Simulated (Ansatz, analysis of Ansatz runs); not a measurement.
# Monovacancy in Pd: vacancy formation against experiment

Aim: the vacancy formation of the monovacancy in Pd, to be set beside the measurement. Set-up: PBEsol, 64-site cell, PBEsol lattice, 420 eV, k: 3x3x3 Gamma-centred. The model is a cell of 64 host atoms with 1 Pd taken out. The formation energy is the energy of the cell with the vacancy less that of the same number of atoms in the perfect cell. A local or semilocal functional is the cheapest first rung.

What was measured. Vacancy formation energy: 1.7 eV (quoted in “Nonuniversal structure of point defects in face-centered cubic metals”, 2021, Pui-Wai Ma and S. L. Dudarev, quoting earlier work (1991)). Vacancy formation energy: 1.85 eV (quoted in “Nonuniversal structure of point defects in face-centered cubic metals”, 2021, Pui-Wai Ma and S. L. Dudarev, quoting earlier work (1991)).

Method: plane-wave PAW DFT, PBEsol; relaxation of all atoms of a defect supercell, in Ansatz 0.2.0.

## (1) Set-up

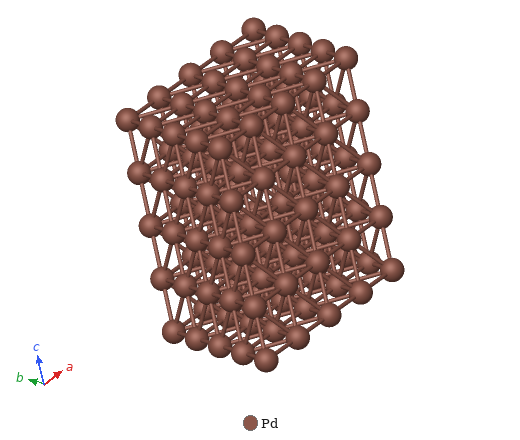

The starting structure, seen slightly off an axis (palladium brown). Some periodic images of atoms are drawn too.

The cell holds 63 atoms: 63 Pd. Its edges and angles: a = 10.958 Å, b = 10.958 Å, c = 10.958 Å, α = 60.0°, β = 60.0°, γ = 60.0°. It derives from Pd (space group Fm-3m). Nearest the centre at fractional (0.500, 0.500, 0.500): Pd43 at 2.74 Å, Pd58 at 2.74 Å, Pd46 at 2.74 Å, Pd28 at 2.74 Å, Pd40 at 2.74 Å, Pd31 at 2.74 Å, Pd57 at 2.74 Å, Pd54 at 2.74 Å.

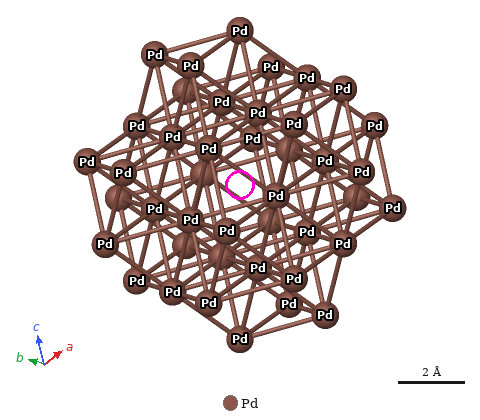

The atoms within 5 Å of the centre. A ring marks the centre wherever it is empty.

The host's primitive cell comes from a first run (plane-wave PAW DFT, PBEsol; relaxation of the host's cell and atoms): vectors of 2.740, 2.740 and 2.740 Å. That is 14.54 Å³ an atom, 1.4 % under the diffraction cell's volume. The supercell is built on it.

## (2) Relaxation, charge 0

Every later number rests on the structure around the defect, so the atoms are relaxed at the host's lattice first.

relax/input.yaml

```yaml
relax:
  f_tol: 0.02
  max_steps: 80
  escape_saddle: false
crystal:
  lattice:
    - [0.0, 7.74854659, 7.74854659]
    - [7.74854659, 0.0, 7.74854659]
    - [7.74854659, 7.74854659, 0.0]
  atoms:
    - { symbol: Pd, position: [0.0, 0.0, 0.0] }
    - { symbol: Pd, position: [0.0, 0.0, 0.25] }
    - { symbol: Pd, position: [0.0, 0.0, 0.5] }
    - { symbol: Pd, position: [0.0, 0.0, 0.75] }
    - { symbol: Pd, position: [0.0, 0.25, 0.0] }
    - { symbol: Pd, position: [0.0, 0.25, 0.25] }
    - { symbol: Pd, position: [0.0, 0.25, 0.5] }
    - { symbol: Pd, position: [0.0, 0.25, 0.75] }
    - { symbol: Pd, position: [0.0, 0.5, 0.0] }
    - { symbol: Pd, position: [0.0, 0.5, 0.25] }
    - { symbol: Pd, position: [0.0, 0.5, 0.5] }
    - { symbol: Pd, position: [0.0, 0.5, 0.75] }
    - { symbol: Pd, position: [0.0, 0.75, 0.0] }
    - { symbol: Pd, position: [0.0, 0.75, 0.25] }
    - { symbol: Pd, position: [0.0, 0.75, 0.5] }
    - { symbol: Pd, position: [0.0, 0.75, 0.75] }
    - { symbol: Pd, position: [0.25, 0.0, 0.0] }
    - { symbol: Pd, position: [0.25, 0.0, 0.25] }
    - { symbol: Pd, position: [0.25, 0.0, 0.5] }
    - { symbol: Pd, position: [0.25, 0.0, 0.75] }
    - { symbol: Pd, position: [0.25, 0.25, 0.0] }
    - { symbol: Pd, position: [0.25, 0.25, 0.25] }
    - { symbol: Pd, position: [0.25, 0.25, 0.5] }
    - { symbol: Pd, position: [0.25, 0.25, 0.75] }
    - { symbol: Pd, position: [0.25, 0.5, 0.0] }
    - { symbol: Pd, position: [0.25, 0.5, 0.25] }
    - { symbol: Pd, position: [0.25, 0.5, 0.5] }
    - { symbol: Pd, position: [0.25, 0.5, 0.75] }
    - { symbol: Pd, position: [0.25, 0.75, 0.0] }
    - { symbol: Pd, position: [0.25, 0.75, 0.25] }
    - { symbol: Pd, position: [0.25, 0.75, 0.5] }
    - { symbol: Pd, position: [0.25, 0.75, 0.75] }
    - { symbol: Pd, position: [0.5, 0.0, 0.0] }
    - { symbol: Pd, position: [0.5, 0.0, 0.25] }
    - { symbol: Pd, position: [0.5, 0.0, 0.5] }
    - { symbol: Pd, position: [0.5, 0.0, 0.75] }
    - { symbol: Pd, position: [0.5, 0.25, 0.0] }
    - { symbol: Pd, position: [0.5, 0.25, 0.25] }
    - { symbol: Pd, position: [0.5, 0.25, 0.5] }
    - { symbol: Pd, position: [0.5, 0.25, 0.75] }
    - { symbol: Pd, position: [0.5, 0.5, 0.0] }
    - { symbol: Pd, position: [0.5, 0.5, 0.25] }
    - { symbol: Pd, position: [0.5, 0.5, 0.75] }
    - { symbol: Pd, position: [0.5, 0.75, 0.0] }
    - { symbol: Pd, position: [0.5, 0.75, 0.25] }
    - { symbol: Pd, position: [0.5, 0.75, 0.5] }
    - { symbol: Pd, position: [0.5, 0.75, 0.75] }
    - { symbol: Pd, position: [0.75, 0.0, 0.0] }
    - { symbol: Pd, position: [0.75, 0.0, 0.25] }
    - { symbol: Pd, position: [0.75, 0.0, 0.5] }
    - { symbol: Pd, position: [0.75, 0.0, 0.75] }
    - { symbol: Pd, position: [0.75, 0.25, 0.0] }
    - { symbol: Pd, position: [0.75, 0.25, 0.25] }
    - { symbol: Pd, position: [0.75, 0.25, 0.5] }
    - { symbol: Pd, position: [0.75, 0.25, 0.75] }
    - { symbol: Pd, position: [0.75, 0.5, 0.0] }
    - { symbol: Pd, position: [0.75, 0.5, 0.25] }
    - { symbol: Pd, position: [0.75, 0.5, 0.5] }
    - { symbol: Pd, position: [0.75, 0.5, 0.75] }
    - { symbol: Pd, position: [0.75, 0.75, 0.0] }
    - { symbol: Pd, position: [0.75, 0.75, 0.25] }
    - { symbol: Pd, position: [0.75, 0.75, 0.5] }
    - { symbol: Pd, position: [0.75, 0.75, 0.75] }
basis:
  ecutwfc: 420
  xc_grid: 2
hamiltonian:
  xc: pbesol
kpoints:
  mp_grid: { grid: [3, 3, 3] }
scf:
  occupations: { method: methfessel_paxton, width: 0.1 }
  max_iter: 120
output:
  forces: true
checkpoint:
  write: "../relax.run"
  compress: false
  write_wavefunctions: true
  write_every: 100000
```

Command:

```
$ ansatz run input.yaml --threads 4 --pin off --max-ram 14131MiB --backend cpu --events-out ev --progress --plain --runs-dir out
```

Numbers of over 12 decimals in the logs are rounded to 6 here.

Output:

```text
[... repeated set-up lines and file paths are left out, and long positions are rounded to six places ...]
Engine: ansatz 0.2.0, aarch64-unknown-linux-gnu
Pseudopotentials: kind: paw
Pseudopotential: Pd, paw, valence charge 18, recommended cutoff 420 eV (normal), Pd.paw.azcp
Functional definition: PBEsol
  exchange = pbesol_x
  correlation = pbesol_c
Crystal: 63 atoms, lattice volume = 930.445 Å³
Basis set: ecut = 420 eV, 18149 PW (Γ), exchange–correlation on 150×150×150 points (8 copies of the dense FFT grid, shifted against one another)
Bands: 681, of which v1, the nominal top of the filled ones, is band 567 counted from 1 (566 counted from 0)
Symmetry: 48 space group operations
Space group: Fm-3m (ITA 225), of the structure as read, at distance tolerance 9.8e-5 Å
k-points: 4 of 27
Non-local potential: Pd, projectors of the file, l = 0: 2, l = 1: 2, l = 2: 2, l = 3: 1
PAW form: soft (Blöchl's): semilocal exchange-correlation on the pseudo side does not see the compensation charge
PAW frozen core: Pd, regenerated for the run's functional, and the local potential with it (the file was generated under x = pbe(κ = 0.804, μ = 0.219515), c = pbe(β = 0.066725))
PAW one-centre angular grid: Pd, 590 points (default); XC on 64 Gauss nodes
Initial density: superposition of atomic densities (neutral atoms: chi_scale 0, normalization atom), corrected by the library's trained network
Initial wavefunctions: pseudopotential atomic-orbital guess
Functional: x = pbesol(κ = 0.804, μ = 0.123457), c = pbesol(β = 0.046)
SCF iter   1: F=—  HF=-435117.664312 eV  |F-HF|=—  |Δ(HF+E_count)|=         —  Δρ=1.24e-2  dr2=1.26e0  ethr=1.77e-3  ⟨swp⟩=5.0  Hψ=9370  notcnv=0  defer=184
preconditioner: auto → Kerker (q_TF=auto, 2.820 Å⁻¹)  [metal: Δε(μ)=0.008 eV  Ē_g=8.513 eV  σ=0.100 eV  W_gap=0.07  n_scr=338 (ndim 8)  ℏωp=30.6 eV  f_vac=0.006  D(μ)=177.07/eV (n_scr^D=3142)]
SCF iter   2: F=—  HF=-435117.414017 eV  |F-HF|=—  |Δ(HF+E_count)|=   2.50e-1  S|Δr|=    0.00e0  Δρ=4.88e-3  dr2=2.12e-1  ethr=1.11e-4  ⟨swp⟩=2.0  Hψ=4391  notcnv=0  defer=233
SCF iter   3: F=—  HF=-435117.371999 eV  |F-HF|=—  |Δ(HF+E_count)|=   4.20e-2  S|Δr|=    0.00e0  Δρ=8.07e-4  dr2=1.21e-2  ethr=1.87e-5  ⟨swp⟩=2.0  Hψ=3524  notcnv=0  defer=233
SCF iter   4: F=—  HF=-435117.371589 eV  |F-HF|=—  |Δ(HF+E_count)|=   4.10e-4  S|Δr|=    0.00e0  Δρ=2.10e-4  dr2=2.76e-3  ethr=1.06e-6  ⟨swp⟩=1.8  Hψ=2679  notcnv=0  defer=233
SCF iter   5: F=—  HF=-435117.370246 eV  |F-HF|=—  |Δ(HF+E_count)|=   1.34e-3  S|Δr|=    0.00e0  Δρ=1.11e-4  dr2=3.56e-4  ethr=2.43e-7  ⟨swp⟩=2.0  Hψ=3301  notcnv=0  defer=233
SCF iter   6: F=—  HF=-435117.370232 eV  |F-HF|=—  |Δ(HF+E_count)|=   1.46e-5  S|Δr|=    0.00e0  Δρ=5.73e-5  dr2=6.85e-5  ethr=3.14e-8  ⟨swp⟩=2.0  Hψ=3415  notcnv=0  defer=233
SCF iter   7: F=-435117.370225 eV  HF=-435117.370228 eV  |F-HF|=3.04e-6  |Δ(HF+E_count)|=   3.14e-6  S|Δr|=    0.00e0  Δρ=1.90e-5  dr2=5.89e-6  ethr=8.82e-10  ⟨swp⟩=2.0  Hψ=8007  notcnv=0
SCF 1 converged in 7 iterations: F = -435117.370225 eV  dr2 = 5.89e-6
  greatest PAW one-centre occupation: 0.999 electrons in one spin orbital (limit 2), on the Pd atom at site 40 (counted from 0), in its partial waves of l = 0
relax step   1: F+E_penalty+E_count = -435117.37022538 eV  Δ(F+E_penalty+E_count) = +0.000e0 eV  max|allowed force component| = 3.090e-1 eV/Å  Δτ_max = 0.0000 Å  (7 SCF iters, dr2 threshold 1.00e-5 eV, accepted)
[... the SCF cycles and remarks between the steps are left out from here to the last step ...]
relax step   2: F+E_penalty+E_count = -435117.51778361 eV  Δ(F+E_penalty+E_count) = -1.476e-1 eV  max|allowed force component| = 1.147e-1 eV/Å  Δτ_max = 0.0606 Å  (7 SCF iters, dr2 threshold 5.97e-6 eV, accepted)
relax step   3: F+E_penalty+E_count = -435117.52438279 eV  Δ(F+E_penalty+E_count) = -6.599e-3 eV  max|allowed force component| = 4.016e-3 eV/Å  Δτ_max = 0.0107 Å  (6 SCF iters, dr2 threshold 8.22e-7 eV, accepted)
iter 1 solved again at ethr=6.35e-11 eV; its pass at ethr=3.10e-3 eV (dr2=7.20e-7 eV) is discarded
SCF iter   1: F=—  HF=-435117.524384 eV  |F-HF|=—  |Δ(HF+E_count)|=         —  Δρ=3.35e-6  dr2=7.17e-7  ethr=6.35e-11  ⟨swp⟩=1.0  Hψ=7534  notcnv=0  defer=277
SCF iter   2: F=—  HF=-435117.524383 eV  |F-HF|=—  |Δ(HF+E_count)|=   8.00e-7  S|Δr|=    0.00e0  Δρ=2.34e-6  dr2=4.52e-7  ethr=6.33e-11  ⟨swp⟩=1.0  Hψ=2352  notcnv=0  defer=277
SCF iter   3: F=-435117.524383 eV  HF=-435117.524383 eV  |F-HF|=6.75e-9  |Δ(HF+E_count)|=   3.18e-8  S|Δr|=    0.00e0  Δρ=5.52e-7  dr2=9.30e-9  ethr=8.82e-12  ⟨swp⟩=2.0  Hψ=7563  notcnv=0
SCF 4 converged in 3 iterations: F = -435117.524383 eV  dr2 = 9.30e-9
relax step   4: F+E_penalty+E_count = -435117.52438339 eV  Δ(F+E_penalty+E_count) = -6.072e-7 eV  max|allowed force component| = 4.027e-3 eV/Å  Δτ_max = 0.0000 Å  (3 SCF iters, accepted)
NSCF: frozen V_eff on 4 k-points
the band table was solved once a step of the walk had ended and its energy, with any forces and stress, was formed, with the checks that follow a solve (8336 applications of the Hamiltonian). They found nothing against the state; [...]
SCF converged after 3 iterations
Stability not checked: this state was not tested for a lower state beside it, because cold or Methfessel-Paxton smearing, or corrected tetrahedra, fill the levels in a way that the test cannot read (fill_not_monotonic; see scf.lower_state_search)
Free energy (F): -435117.524383 eV
Harris-Foulkes:  -435117.524383 eV  (|F-HF|=6.75e-9)
Internal energy: -435117.424709 eV  (E = F + TS)
E sigma→0 (E₀):  -435117.499465 eV
Entropy (-TS):   -0.099674 eV (-1.582 meV/atom)
Fermi energy:    19.596790 eV
Step filling:    the computed levels leave a gap of 0.0006 eV = 0.0 smearing widths at the electron count; against every level under it full and every level over it empty, smearing changes F+E_penalty+E_count by -62.837 meV and its σ→0 estimate by -37.919 meV
--- Per-component energies (eV) ---
  E_band       = -8843.696230
  E_kinetic    = 32343.951086
  E_local      = -111841.506857  (includes V_loc(G=0)·N_el)
  E_nonlocal   = 13804.378611
  E_hartree    = 45455.557306
  E_xc         = -10567.624180
  E_vxc        = -13308.802285  (∫ρ·V_xc dr)
  E_paw        = -232136.282467  (= ΣΔE_a)
  E_vpaw       = -20752.850926  (= ΣTr[D̂ρ^β])
  E_aug_tail   = 0.015002  (compensation charges beyond the density's cutoff)
  E_ewald      = -172194.972229
  E_core_change = 19.059018  (= ΣΔE_core)
  E_smearing   = -0.099674  (= −TS)
  E_closure    = -0.000000  (closes the sum)
  Σ components = -435117.524383   (vs F -435117.524383, Δ=0.00e0)
--- Forces (eV/Å), atoms counted from 1 ---
  atom   1  Pd     0.00000000    -0.00000000    -0.00000000
  atom   2  Pd     0.00402660     0.00402660    -0.00000000
  [... 28 atoms left out ...]
  atom  31  Pd    -0.00054892     0.00054892    -0.00000000
  [... 7 atoms left out ...]
  atom  39  Pd     0.00054892    -0.00000000     0.00054892
  atom  40  Pd    -0.00000000    -0.00054892     0.00054892
  [... 1 atom left out ...]
  atom  42  Pd     0.00054892     0.00054892     0.00000000
  atom  43  Pd    -0.00054892    -0.00054892    -0.00000000
  [... 1 atom left out ...]
  atom  45  Pd     0.00000000     0.00054892    -0.00054892
  atom  46  Pd    -0.00054892     0.00000000    -0.00054892
  [... 7 atoms left out ...]
  atom  54  Pd     0.00054892    -0.00054892     0.00000000
  [... 2 atoms left out ...]
  atom  57  Pd     0.00054892    -0.00000000    -0.00054892
  atom  58  Pd    -0.00000000    -0.00054892    -0.00054892
  [... 5 atoms left out ...]
  max |Σ_I F_I| component: 2.75e-18 eV/Å
--- Band table (eV) ---
  k-point 0: bands = ["-64.5033", "-64.4827", "-64.4768", "-64.4768", [... 673 left out ...] "31.3430", "31.3430", "31.3430", "32.1730"]
  k-point 1: bands = ["-64.5020", "-64.4843", "-64.4784", "-64.4768", [... 673 left out ...] "31.2076", "31.2076", "31.2311", "31.2372"]
  [... further k-points left out ...]
--- Relaxed structure (4 steps of the walk, 4 accepted, 0 SCFs on fresh bases) ---
  F+E_penalty+E_count = -435117.52438339 eV   max|allowed force component| = 4.027e-3 eV/Å
  atoms:
    - { symbol: Pd, position: [0, 0, 0] }
    - { symbol: Pd, position: [0, 0, 0.250182] }
    [... 28 atoms left out ...]
    - { symbol: Pd, position: [0.254909, 0.745091, 0.500000] }
    [... 7 atoms left out ...]
    - { symbol: Pd, position: [0.500000, 0.254909, 0.500000] }
    - { symbol: Pd, position: [0.500000, 0.254909, 0.745091] }
    [... 1 atom left out ...]
    - { symbol: Pd, position: [0.500000, 0.500000, 0.254909] }
    - { symbol: Pd, position: [0.500000, 0.500000, 0.745091] }
    [... 1 atom left out ...]
    - { symbol: Pd, position: [0.500000, 0.745091, 0.254909] }
    - { symbol: Pd, position: [0.500000, 0.745091, 0.500000] }
    [... 7 atoms left out ...]
    - { symbol: Pd, position: [0.745091, 0.254909, 0.500000] }
    [... 2 atoms left out ...]
    - { symbol: Pd, position: [0.745091, 0.500000, 0.254909] }
    - { symbol: Pd, position: [0.745091, 0.500000, 0.500000] }
    [... 5 atoms left out ...]
```

The job ended after 4.4 min (4 threads of Arm Neoverse V1, shared host; peak memory 11 GiB).

Step by step:

```tsv
step	energy less that of the first step (eV)	largest force component (eV/Å)
1	0.0000	0.3090
2	-0.1476	0.1147
3	-0.1542	0.0040
4	-0.1542	0.0040
```

The run keeps the 48 symmetry operations that it works with, so distortions that break them were not tested.

The atoms that moved most (Å):

```tsv
atom	dx	dy	dz	length
Pd27	0.000	0.038	0.038	0.054
Pd39	0.038	0.000	0.038	0.054
Pd42	0.038	0.038	0.000	0.054
Pd31	-0.038	0.038	0.000	0.054
Pd54	0.038	-0.038	0.000	0.054
Pd45	0.000	0.038	-0.038	0.054
Pd57	0.038	0.000	-0.038	0.054
Pd28	-0.038	0.000	0.038	0.054
```

The atoms nearest to the centre after the run:

```tsv
atom	distance (Å)
Pd27	2.686
Pd39	2.686
Pd42	2.686
Pd31	2.686
Pd54	2.686
Pd45	2.686
Pd57	2.686
Pd28	2.686
Pd40	2.686
Pd43	2.686
Pd46	2.686
Pd58	2.686
```

Read from the output:

```yaml
free_energy: -435117.5244 eV
smearing_term_ts: 0.09967 eV
```

The relaxation ends 2.4 meV an atom lower, with a largest force component of 0.0040 eV/Å.

## (3) Defect-free supercell

The perfect cell is run with the same cutoff and k-points as the defect cell, so that sampling errors largely cancel in the difference.

This step: plane-wave PAW DFT, PBEsol; single point of the defect-free supercell.

System of this step: The cell holds 64 atoms: 64 Pd. Cell: a = 10.958 Å, b = 10.958 Å, c = 10.958 Å, α = 60.0°, β = 60.0°, γ = 60.0°.

host/input.yaml

```yaml
crystal:
  lattice:
    - [0.0, 7.7485465907, 7.7485465907]
    - [7.7485465907, 0.0, 7.7485465907]
    - [7.7485465907, 7.7485465907, 0.0]
  atoms:
    - { symbol: Pd, position: [0.0, 0.0, 0.0] }
    - { symbol: Pd, position: [0.0, 0.0, 0.25] }
    - { symbol: Pd, position: [0.0, 0.0, 0.5] }
    - { symbol: Pd, position: [0.0, 0.0, 0.75] }
    - { symbol: Pd, position: [0.0, 0.25, 0.0] }
    - { symbol: Pd, position: [0.0, 0.25, 0.25] }
    - { symbol: Pd, position: [0.0, 0.25, 0.5] }
    - { symbol: Pd, position: [0.0, 0.25, 0.75] }
[... 50 atom lines left out ...]
    - { symbol: Pd, position: [0.75, 0.5, 0.5] }
    - { symbol: Pd, position: [0.75, 0.5, 0.75] }
    - { symbol: Pd, position: [0.75, 0.75, 0.0] }
    - { symbol: Pd, position: [0.75, 0.75, 0.25] }
    - { symbol: Pd, position: [0.75, 0.75, 0.5] }
    - { symbol: Pd, position: [0.75, 0.75, 0.75] }
basis:
  ecutwfc: 420
  xc_grid: 2
hamiltonian:
  xc: pbesol
kpoints:
  mp_grid: { grid: [3, 3, 3] }
scf:
  occupations: { method: methfessel_paxton, width: 0.1 }
  max_iter: 120
output:
  forces: true
```

Output:

```text
[...]
Crystal: 64 atoms, lattice volume = 930.445 Å³
Basis set: ecut = 420 eV, 18149 PW (Γ), exchange–correlation on 150×150×150 points (8 copies of the dense FFT grid, shifted against one another)
Bands: 640, of which v1, the nominal top of the filled ones, is band 576 counted from 1 (575 counted from 0)
Symmetry: 3072 space group operations
[...]
k-points: 4 of 27
[...]
SCF iter   1: F=—  HF=-442025.957348 eV  |F-HF|=—  |Δ(HF+E_count)|=         —  Δρ=1.15e-2  dr2=9.95e-1  ethr=1.77e-3  ⟨swp⟩=5.0  Hψ=8746  notcnv=0  defer=37
[...]
SCF iter   6: F=-442025.679206 eV  HF=-442025.679206 eV  |F-HF|=3.73e-8  |Δ(HF+E_count)|=   3.40e-7  S|Δr|=    0.00e0  Δρ=5.08e-6  dr2=1.87e-7  ethr=8.08e-11  ⟨swp⟩=3.0  Hψ=7174  notcnv=0
SCF 1 converged in 6 iterations: F = -442025.679206 eV  dr2 = 1.87e-7
[...]
SCF converged after 6 iterations
[...]
Free energy (F): -442025.679206 eV
[...]
Internal energy: -442025.548288 eV  (E = F + TS)
E sigma→0 (E₀):  -442025.646477 eV
Entropy (-TS):   -0.130918 eV (-2.046 meV/atom)
Fermi energy:    19.999262 eV
[...]
```

The job ended after 53 s (4 threads; peak memory 8.1 GiB).

This step gave:

* free energy: -442025.6792 eV
* smearing term TS: 0.1309 eV

## (4) Outcome

```yaml
energy_gained_by_relaxing_the_atoms: 0.15 eV
vacancy_formation_energy_at_fixed_volume_0_k: 1.50 eV
time_of_the_whole_chain: 5.3 min on 4 threads
```

Vacancy formation energy: computed 1.50 eV, measured 1.7 eV and 1.85 eV; 0.20 eV below the nearest measurement. The calculation is for 0 K; measured enthalpies come from near the melting point and hold vibrational and anharmonic parts. Semilocal functionals misjudge the energy of a vacancy's internal surface; LDA and PBEsol usually give larger values than PBE.

[Logs are printed without paths, hosts, clocks, repeated set-up lines and the standing remarks that a program may print on its own settings, such as how far it seeks lower states.]

[Hosts, paths, dates, database ids (printed as entryN), source tags and the programs' standing remarks are cut or masked in the printed files.]

[For some hosts the program warned that the k-mesh of the response run may be too coarse for force constants and the static dielectric constant; such warnings are not shown here.]
